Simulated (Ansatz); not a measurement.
**Run report: CH9BOSi, molecular dynamics (part 4 of 4)**

The same run, continued: CH9BOSi; RHF/6-31G* (Ansatz 0.2.0). The run did not end well. It belongs to a series of runs on one base structure; here: dynamics from the highest image of the converged band.

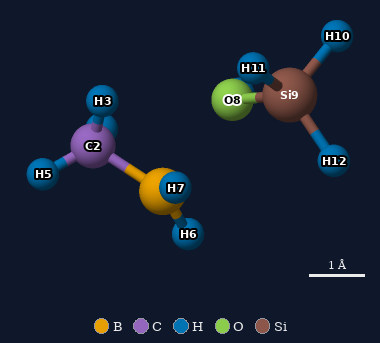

*The geometry at step 60 of the log (ball-and-stick view, seen at a tilt; atoms are numbered from 1 in the order of the input).*

Trajectory as extended XYZ, continued:
```
13
Properties=species:S:1:pos:R:3:forces:R:3 step=49 time_fs=24.5 energy=-11743.09433 temperature=1032.1
B    -0.0032   -0.0981    0.3145   -0.6256  -0.2822  -2.5593
C    -0.0520    0.1525    1.8025    0.8805  -0.3313   1.5496
H    -0.7781   -0.6012    2.0791   -0.3156   0.5928   1.1742
H     0.9292   -0.2158    2.1162   -0.1651   0.2063   0.6329
H    -0.1804    1.1485    2.2349   -0.3814  -0.4398  -0.3052
H     0.9080    0.1317   -0.3811    0.7430   0.3133  -0.2613
H    -1.0165   -0.2617   -0.3167   -0.2687   0.3547   0.0094
O     0.1707   -2.0370    0.4191    1.0525  -0.5004   0.4384
Si   -0.9049   -2.9107   -0.5285    1.3911  -0.8822   1.2899
H    -0.4016   -4.2786   -0.1820   -0.2770   0.0632  -0.7824
H    -2.1932   -2.8245    0.0693   -1.1167   0.2398   0.0501
H    -0.8076   -2.4789   -1.8996   -0.0697  -0.0934  -0.5209
H     0.8267   -2.5328    0.9371   -0.8474   0.7592  -0.7153
13
Properties=species:S:1:pos:R:3:forces:R:3 step=51 time_fs=25.5 energy=-11743.10678 temperature=1040.8
B    -0.0059   -0.0849    0.3108   -0.2530  -0.0852  -2.5525
C    -0.0516    0.1621    1.8083    0.9196  -0.6216   0.9065
H    -0.7797   -0.6060    2.0504   -0.2463   0.7326   1.3275
H     0.9337   -0.2107    2.1062   -0.2227   0.2760   0.7382
H    -0.1871    1.1644    2.2163   -0.3879  -0.4442  -0.1275
H     0.9406    0.1568   -0.3858   -0.0254   0.0750   0.0637
H    -1.0503   -0.2643   -0.2774    0.0554   0.3966  -0.1188
O     0.1734   -2.0582    0.4301    0.9244   0.0567   0.2704
Si   -0.9064   -2.9099   -0.5320    1.3165  -0.9946   1.2391
H    -0.4159   -4.2821   -0.2030   -0.2553  -0.0044  -0.7601
H    -2.2101   -2.8320    0.0531   -0.8842   0.2954   0.0196
H    -0.8177   -2.4888   -1.9151   -0.0330  -0.0616  -0.3280
H     0.8956   -2.4934    0.9050   -0.9081   0.3794  -0.6781
13
Properties=species:S:1:pos:R:3:forces:R:3 step=52 time_fs=26.0 energy=-11743.10182 temperature=1037.3
B    -0.0073   -0.0784    0.3082   -0.1047   0.0068  -2.4711
C    -0.0511    0.1668    1.8115    0.9032  -0.7942   0.5714
H    -0.7814   -0.6059    2.0407   -0.1970   0.7927   1.3737
H     0.9351   -0.2072    2.1038   -0.2324   0.3019   0.7854
H    -0.1919    1.1707    2.2065   -0.3845  -0.3914  -0.0313
H     0.9573    0.1698   -0.3881   -0.3761  -0.0384   0.1991
H    -1.0672   -0.2642   -0.2581    0.2185   0.4167  -0.1870
O     0.1751   -2.0688    0.4357    0.7923   0.3122   0.1636
Si   -0.9071   -2.9096   -0.5336    1.2039  -1.0133   1.1883
H    -0.4240   -4.2838   -0.2163   -0.2390  -0.0493  -0.7364
H    -2.2219   -2.8348    0.0451   -0.6926   0.3170  -0.0185
H    -0.8229   -2.4939   -1.9241   -0.0155  -0.0501  -0.2037
H     0.9267   -2.4721    0.8865   -0.8760   0.1894  -0.6335
13
Properties=species:S:1:pos:R:3:forces:R:3 step=53 time_fs=26.5 energy=-11743.08996 temperature=1029.1
B    -0.0087   -0.0718    0.3049    0.0077   0.0899  -2.3313
C    -0.0505    0.1713    1.8148    0.8675  -0.9648   0.2380
H    -0.7836   -0.6038    2.0344   -0.1458   0.8374   1.4011
H     0.9360   -0.2030    2.1032   -0.2281   0.3207   0.8281
H    -0.1976    1.1761    2.1966   -0.3761  -0.3115   0.0638
H     0.9731    0.1827   -0.3900   -0.6837  -0.1420   0.3048
H    -1.0835   -0.2631   -0.2393    0.3736   0.4344  -0.2587
O     0.1768   -2.0794    0.4413    0.6308   0.5364   0.0555
Si   -0.9076   -2.9094   -0.5351    1.0570  -1.0118   1.1233
H    -0.4326   -4.2857   -0.2313   -0.2203  -0.0987  -0.7053
H    -2.2354   -2.8368    0.0370   -0.4684   0.3348  -0.0639
H    -0.8281   -2.4992   -1.9336    0.0019  -0.0389  -0.0703
H     0.9558   -2.4504    0.8664   -0.8162   0.0141  -0.5851
13
Properties=species:S:1:pos:R:3:forces:R:3 step=54 time_fs=27.0 energy=-11743.07353 temperature=1017.8
B    -0.0102   -0.0652    0.3011    0.0834   0.1624  -2.1349
C    -0.0496    0.1756    1.8181    0.8161  -1.1171  -0.0845
H    -0.7862   -0.5998    2.0314   -0.0979   0.8609   1.4106
H     0.9364   -0.1980    2.1047   -0.2100   0.3322   0.8652
H    -0.2042    1.1808    2.1868   -0.3619  -0.2145   0.1526
H     0.9872    0.1952   -0.3911   -0.9403  -0.2330   0.3777
H    -1.0990   -0.2610   -0.2211    0.5150   0.4486  -0.3336
O     0.1786   -2.0899    0.4469    0.4577   0.7202  -0.0444
Si   -0.9080   -2.9093   -0.5365    0.8895  -0.9945   1.0465
H    -0.4418   -4.2877   -0.2480   -0.1998  -0.1500  -0.6676
H    -2.2500   -2.8379    0.0289   -0.2268   0.3490  -0.1103
H    -0.8333   -2.5046   -1.9433    0.0197  -0.0264   0.0649
H     0.9829   -2.4286    0.8450   -0.7447  -0.1379  -0.5422
13
Properties=species:S:1:pos:R:3:forces:R:3 step=56 time_fs=28.0 energy=-11743.04120 temperature=995.4
B    -0.0130   -0.0520    0.2922    0.1361   0.2730  -1.5930
C    -0.0474    0.1835    1.8247    0.6798  -1.3058  -0.6598
H    -0.7919   -0.5856    2.0355   -0.0270   0.8309   1.3791
H     0.9357   -0.1856    2.1139   -0.1406   0.3352   0.9179
H    -0.2199    1.1888    2.1685   -0.3112  -0.0179   0.2922
H     1.0082    0.2185   -0.3905   -1.2876  -0.3717   0.4255
H    -1.1260   -0.2535   -0.1872    0.7378   0.4625  -0.4903
O     0.1824   -2.1105    0.4582    0.1524   0.9481  -0.1934
Si   -0.9086   -2.9093   -0.5390    0.5445  -0.9328   0.8677
H    -0.4615   -4.2931   -0.2861   -0.1574  -0.2453  -0.5762
H    -2.2802   -2.8378    0.0116    0.2532   0.3672  -0.1856
H    -0.8436   -2.5155   -1.9618    0.0573   0.0083   0.3144
H     1.0319   -2.3863    0.7983   -0.6370  -0.3516  -0.4985
13
Properties=species:S:1:pos:R:3:forces:R:3 step=57 time_fs=28.5 energy=-11743.03291 temperature=989.7
B    -0.0144   -0.0452    0.2872    0.1210   0.3104  -1.2604
C    -0.0462    0.1870    1.8278    0.6006  -1.3194  -0.8962
H    -0.7949   -0.5754    2.0425   -0.0079   0.7756   1.3397
H     0.9348   -0.1782    2.1217   -0.0962   0.3292   0.9306
H    -0.2289    1.1926    2.1604   -0.2717   0.0581   0.3351
H     1.0143    0.2288   -0.3887   -1.3767  -0.4178   0.4030
H    -1.1369   -0.2481   -0.1719    0.8118   0.4608  -0.5699
O     0.1844   -2.1206    0.4637    0.0513   0.9939  -0.2395
Si   -0.9088   -2.9095   -0.5401    0.3877  -0.8989   0.7717
H    -0.4720   -4.2966   -0.3073   -0.1375  -0.2824  -0.5242
H    -2.2947   -2.8364    0.0023    0.4690   0.3714  -0.2074
H    -0.8486   -2.5210   -1.9701    0.0775   0.0324   0.4181
H     1.0541   -2.3663    0.7731   -0.6290  -0.4133  -0.5006
13
Properties=species:S:1:pos:R:3:forces:R:3 step=58 time_fs=29.0 energy=-11743.03394 temperature=990.5
B    -0.0157   -0.0384    0.2819    0.0825   0.3352  -0.8949
C    -0.0447    0.1903    1.8308    0.5175  -1.2723  -1.0899
H    -0.7979   -0.5634    2.0527    0.0006   0.6964   1.2854
H     0.9336   -0.1700    2.1318   -0.0518   0.3207   0.9316
H    -0.2385    1.1966    2.1530   -0.2208   0.1071   0.3569
H     1.0171    0.2382   -0.3859   -1.4091  -0.4475   0.3518
H    -1.1459   -0.2416   -0.1581    0.8577   0.4528  -0.6485
O     0.1864   -2.1305    0.4693   -0.0052   1.0014  -0.2718
Si   -0.9090   -2.9097   -0.5412    0.2513  -0.8698   0.6755
H    -0.4828   -4.3007   -0.3297   -0.1194  -0.3081  -0.4690
H    -2.3080   -2.8341   -0.0074    0.6580   0.3726  -0.2160
H    -0.8533   -2.5264   -1.9774    0.0988   0.0618   0.5025
H     1.0748   -2.3474    0.7467   -0.6600  -0.4504  -0.5137
13
Properties=species:S:1:pos:R:3:forces:R:3 step=59 time_fs=29.5 energy=-11743.04573 temperature=998.8
B    -0.0170   -0.0316    0.2764    0.0223   0.3468  -0.5017
C    -0.0432    0.1934    1.8335    0.4325  -1.1675  -1.2365
H    -0.8009   -0.5498    2.0660    0.0009   0.5980   1.2169
H     0.9324   -0.1611    2.1441   -0.0131   0.3119   0.9190
H    -0.2487    1.2008    2.1465   -0.1580   0.1249   0.3575
H     1.0165    0.2464   -0.3823   -1.3842  -0.4605   0.2729
H    -1.1529   -0.2340   -0.1457    0.8736   0.4383  -0.7247
O     0.1883   -2.1403    0.4748   -0.0195   0.9789  -0.2977
Si   -0.9092   -2.9100   -0.5422    0.1403  -0.8499   0.5824
H    -0.4938   -4.3056   -0.3533   -0.1041  -0.3192  -0.4113
H    -2.3198   -2.8309   -0.0177    0.8150   0.3710  -0.2109
H    -0.8579   -2.5316   -1.9835    0.1212   0.0967   0.5651
H     1.0939   -2.3294    0.7191   -0.7268  -0.4693  -0.5308
13
Properties=species:S:1:pos:R:3:forces:R:3 step=60 time_fs=30.0 energy=-11743.06812 temperature=1014.4
B    -0.0183   -0.0246    0.2708   -0.0594   0.3443  -0.0855
C    -0.0416    0.1962    1.8360    0.3470  -1.0148  -1.3332
H    -0.8039   -0.5347    2.0822   -0.0028   0.4874   1.1343
H     0.9311   -0.1514    2.1587    0.0142   0.3050   0.8901
H    -0.2593    1.2054    2.1408   -0.0835   0.1118   0.3380
H     1.0126    0.2536   -0.3780   -1.3010  -0.4560   0.1672
H    -1.1577   -0.2254   -0.1351    0.8588   0.4173  -0.7969
O     0.1903   -2.1500    0.4802   -0.0010   0.9347  -0.3256
Si   -0.9094   -2.9103   -0.5431    0.0573  -0.8430   0.4949
H    -0.5052   -4.3113   -0.3778   -0.0917  -0.3137  -0.3515
H    -2.3296   -2.8268   -0.0285    0.9365   0.3667  -0.1920
H    -0.8621   -2.5366   -1.9883    0.1448   0.1369   0.6043
H     1.1112   -2.3126    0.6903   -0.8192  -0.4768  -0.5441
13
Properties=species:S:1:pos:R:3:forces:R:3 step=62 time_fs=31.0 energy=-11743.13635 temperature=1062.1
B    -0.0210   -0.0105    0.2596   -0.2893   0.2944   0.7988
C    -0.0382    0.2013    1.8401    0.1772  -0.6289  -1.3691
H    -0.8099   -0.5012    2.1226    0.0008   0.2620   0.9250
H     0.9286   -0.1298    2.1940    0.0164   0.3033   0.7743
H    -0.2808    1.2151    2.1319    0.0926   0.0158   0.2504
H     0.9958    0.2648   -0.3686   -0.9581  -0.3942  -0.1197
H    -1.1614   -0.2052   -0.1198    0.7375   0.3575  -0.9245
O     0.1942   -2.1688    0.4910    0.0773   0.8092  -0.4149
Si   -0.9097   -2.9113   -0.5449   -0.0190  -0.8764   0.3444
H    -0.5284   -4.3248   -0.4293   -0.0764  -0.2494  -0.2260
H    -2.3424   -2.8161   -0.0514    1.0662   0.3518  -0.1155
H    -0.8695   -2.5455   -1.9934    0.1955   0.2320   0.6107
H     1.1398   -2.2825    0.6286   -1.0207  -0.4773  -0.5341
13
Properties=species:S:1:pos:R:3:forces:R:3 step=63 time_fs=31.5 energy=-11743.17505 temperature=1089.1
B    -0.0224   -0.0033    0.2543   -0.4366   0.2466   1.2563
C    -0.0365    0.2036    1.8417    0.0919  -0.4316  -1.3061
H    -0.8129   -0.4835    2.1462    0.0201   0.1629   0.7961
H     0.9275   -0.1180    2.2145   -0.0130   0.3097   0.6833
H    -0.2913    1.2201    2.1284    0.1877  -0.0491   0.1895
H     0.9837    0.2689   -0.3641   -0.7021  -0.3379  -0.2964
H    -1.1605   -0.1938   -0.1153    0.6336   0.3200  -0.9772
O     0.1962   -2.1781    0.4962    0.1079   0.7372  -0.4837
Si   -0.9098   -2.9119   -0.5458   -0.0123  -0.9177   0.2836
H    -0.5404   -4.3326   -0.4559   -0.0727  -0.1920  -0.1604
H    -2.3450   -2.8094   -0.0633    1.0725   0.3421  -0.0598
H    -0.8725   -2.5492   -1.9937    0.2224   0.2858   0.5790
H     1.1506   -2.2691    0.5959   -1.0993  -0.4759  -0.5043
13
Properties=species:S:1:pos:R:3:forces:R:3 step=64 time_fs=32.0 energy=-11743.21109 temperature=1114.2
B    -0.0240    0.0039    0.2492   -0.6005   0.1853   1.7135
C    -0.0347    0.2058    1.8431    0.0047  -0.2521  -1.1893
H    -0.8159   -0.4653    2.1717    0.0570   0.0806   0.6494
H     0.9263   -0.1054    2.2366   -0.0615   0.3198   0.5690
H    -0.3014    1.2250    2.1253    0.2818  -0.1124   0.1223
H     0.9699    0.2722   -0.3604   -0.3990  -0.2676  -0.4888
H    -1.1581   -0.1816   -0.1132    0.5050   0.2786  -1.0208
O     0.1982   -2.1872    0.5014    0.1178   0.6625  -0.5692
Si   -0.9100   -2.9125   -0.5466    0.0232  -0.9737   0.2328
H    -0.5525   -4.3407   -0.4829   -0.0710  -0.1207  -0.0929
H    -2.3450   -2.8020   -0.0753    1.0394   0.3314   0.0061
H    -0.8750   -2.5522   -1.9927    0.2502   0.3425   0.5260
H     1.1587   -2.2569    0.5619   -1.1472  -0.4742  -0.4582
13
Properties=species:S:1:pos:R:3:forces:R:3 step=65 time_fs=32.5 energy=-11743.24051 temperature=1134.8
B    -0.0256    0.0112    0.2445   -0.7711   0.1138   2.1584
C    -0.0329    0.2080    1.8443   -0.0852  -0.0999  -1.0207
H    -0.8187   -0.4469    2.1988    0.1125   0.0172   0.4844
H     0.9249   -0.0920    2.2602   -0.1245   0.3317   0.4319
H    -0.3108    1.2296    2.1225    0.3703  -0.1653   0.0523
H     0.9552    0.2748   -0.3578   -0.0638  -0.1877  -0.6875
H    -1.1545   -0.1688   -0.1136    0.3567   0.2347  -1.0539
O     0.2002   -2.1963    0.5066    0.1011   0.5859  -0.6689
Si   -0.9102   -2.9133   -0.5474    0.0860  -1.0418   0.1913
H    -0.5647   -4.3492   -0.5101   -0.0703  -0.0391  -0.0237
H    -2.3425   -2.7937   -0.0873    0.9674   0.3203   0.0808
H    -0.8769   -2.5544   -1.9904    0.2788   0.4013   0.4540
H     1.1641   -2.2458    0.5269   -1.1579  -0.4711  -0.3983
13
Properties=species:S:1:pos:R:3:forces:R:3 step=66 time_fs=33.0 energy=-11743.26061 temperature=1148.9
B    -0.0275    0.0184    0.2402   -0.9325   0.0375   2.5742
C    -0.0311    0.2101    1.8452   -0.1782   0.0215  -0.8054
H    -0.8212   -0.4285    2.2271    0.1844  -0.0285   0.3020
H     0.9233   -0.0778    2.2847   -0.1955   0.3424   0.2743
H    -0.3194    1.2339    2.1199    0.4492  -0.2013  -0.0175
H     0.9403    0.2771   -0.3568    0.2801  -0.1049  -0.8791
H    -1.1500   -0.1553   -0.1165    0.1958   0.1901  -1.0748
O     0.2023   -2.2052    0.5116    0.0573   0.5078  -0.7793
Si   -0.9103   -2.9141   -0.5482    0.1740  -1.1185   0.1581
H    -0.5772   -4.3577   -0.5374   -0.0699   0.0488   0.0468
H    -2.3378   -2.7847   -0.0992    0.8574   0.3096   0.1628
H    -0.8781   -2.5556   -1.9870    0.3079   0.4610   0.3664
H     1.1667   -2.2358    0.4909   -1.1300  -0.4655  -0.3285
13
Properties=species:S:1:pos:R:3:forces:R:3 step=68 time_fs=34.0 energy=-11743.27137 temperature=1156.6
B    -0.0318    0.0330    0.2336   -1.1393  -0.1002   3.2305
C    -0.0277    0.2145    1.8467   -0.3674   0.1828  -0.2708
H    -0.8248   -0.3920    2.2853    0.3519  -0.0833  -0.1009
H     0.9184   -0.0470    2.3353   -0.3284   0.3479  -0.0850
H    -0.3331    1.2408    2.1143    0.5640  -0.2074  -0.1469
H     0.9133    0.2809   -0.3617    0.8673   0.0345  -1.1659
H    -1.1400   -0.1273   -0.1300   -0.1250   0.1059  -1.0717
O     0.2064   -2.2229    0.5213   -0.0907   0.3472  -1.0174
Si   -0.9106   -2.9161   -0.5498    0.4115  -1.2807   0.1095
H    -0.6025   -4.3743   -0.5914   -0.0672   0.2262   0.1889
H    -2.3224   -2.7644   -0.1215    0.5348   0.2911   0.3413
H    -0.8783   -2.5546   -1.9779    0.3667   0.5770   0.1618
H     1.1639   -2.2192    0.4167   -0.9781  -0.4410  -0.1733
13
Properties=species:S:1:pos:R:3:forces:R:3 step=69 time_fs=34.5 energy=-11743.26573 temperature=1152.7
B    -0.0343    0.0403    0.2313   -1.1416  -0.1470   3.4230
C    -0.0261    0.2167    1.8473   -0.4587   0.2356   0.0227
H    -0.8255   -0.3740    2.3142    0.4302  -0.1038  -0.3096
H     0.9149   -0.0304    2.3606   -0.3733   0.3370  -0.2748
H    -0.3379    1.2436    2.1111    0.5952  -0.1751  -0.2028
H     0.9027    0.2829   -0.3681    1.0438   0.0737  -1.2204
H    -1.1353   -0.1128   -0.1406   -0.2616   0.0703  -1.0425
O     0.2084   -2.2317    0.5259   -0.1748   0.2656  -1.1404
Si   -0.9106   -2.9173   -0.5505    0.5503  -1.3572   0.0899
H    -0.6155   -4.3818   -0.6178   -0.0640   0.3074   0.2585
H    -2.3126   -2.7533   -0.1315    0.3323   0.2842   0.4327
H    -0.8771   -2.5521   -1.9726    0.3956   0.6300   0.0557
H     1.1589   -2.2125    0.3789   -0.8735  -0.4209  -0.0922
13
Properties=species:S:1:pos:R:3:forces:R:3 step=70 time_fs=35.0 energy=-11743.25638 temperature=1146.2
B    -0.0371    0.0475    0.2298   -1.0605  -0.1730   3.4985
C    -0.0246    0.2190    1.8479   -0.5438   0.2801   0.3133
H    -0.8251   -0.3563    2.3425    0.4927  -0.1269  -0.5130
H     0.9105   -0.0129    2.3852   -0.3940   0.3144  -0.4617
H    -0.3414    1.2459    2.1073    0.6073  -0.1204  -0.2510
H     0.8945    0.2850   -0.3775    1.1099   0.0849  -1.1943
H    -1.1312   -0.0981   -0.1537   -0.3660   0.0414  -0.9907
O     0.2104   -2.2404    0.5303   -0.2494   0.1845  -1.2657
Si   -0.9107   -2.9185   -0.5513    0.6922  -1.4243   0.0707
H    -0.6285   -4.3887   -0.6436   -0.0591   0.3789   0.3256
H    -2.3020   -2.7414   -0.1405    0.1135   0.2790   0.5213
H    -0.8750   -2.5481   -1.9672    0.4233   0.6772  -0.0444
H     1.1518   -2.2068    0.3408   -0.7662  -0.3957  -0.0085
```

The run was set up as follows.

Input file:
```yaml
crystal:
  periodic: [false, false, false]
  atoms:
    - { symbol: B, position_ang: [0.053686, -0.272034, 0.181544] }
    - { symbol: C, position_ang: [-0.050688, -0.009888, 1.954043] }
    - { symbol: H, position_ang: [-0.945403, -0.28198, 2.508898] }
    - { symbol: H, position_ang: [0.826025, -0.182253, 2.571319] }
    - { symbol: H, position_ang: [-0.109883, 1.060129, 1.787529] }
    - { symbol: H, position_ang: [1.07305, 0.204454, -0.200031] }
    - { symbol: H, position_ang: [-0.979724, 0.083535, -0.298335] }
    - { symbol: O, position_ang: [0.152725, -1.855406, 0.238972] }
    - { symbol: Si, position_ang: [-0.883401, -2.941759, -0.473302] }
    - { symbol: H, position_ang: [-0.384873, -4.296858, -0.195416] }
    - { symbol: H, position_ang: [-2.237271, -2.7928, 0.091349] }
    - { symbol: H, position_ang: [-0.919809, -2.697035, -1.922822] }
    - { symbol: H, position_ang: [0.023965, -1.227806, 1.25515] }
basis:
  gaussian: { orbitals: "6-31G*" }
hamiltonian:
  xc: hf
md:
  timestep: 0.5
  n_steps: 84
  ensemble: nve
  temperature: 300.0
  initial_velocities: maxwell_boltzmann
  seed: 5501
```

Launched with:
```bash
ansatz run input.yaml --threads 1 --pin off --max-ram 2048MiB --backend cpu --events-out ev --progress --plain --runs-dir out
```

Outcome:

```json
{"quantity": "outcome", "value": "stopped at the time limit"}
{"quantity": "mean temperature over the second half", "value": "1026 K"}
{"quantity": "trajectory", "value": "70 steps, 35 fs"}
{"quantity": "ensemble", "value": "nve"}
{"quantity": "temperature in the input", "value": "300.0 K"}
{"quantity": "time step", "value": "0.5 fs"}
{"quantity": "hardware", "value": "1 thread of AMD EPYC (Zen 3), 32 GiB of memory available, shared host"}
{"quantity": "wall time", "value": "3.7 min"}
{"quantity": "peak memory", "value": "0.16 GiB"}
```

Diagnosis:

The run was cut off by its time limit, so the output is incomplete.
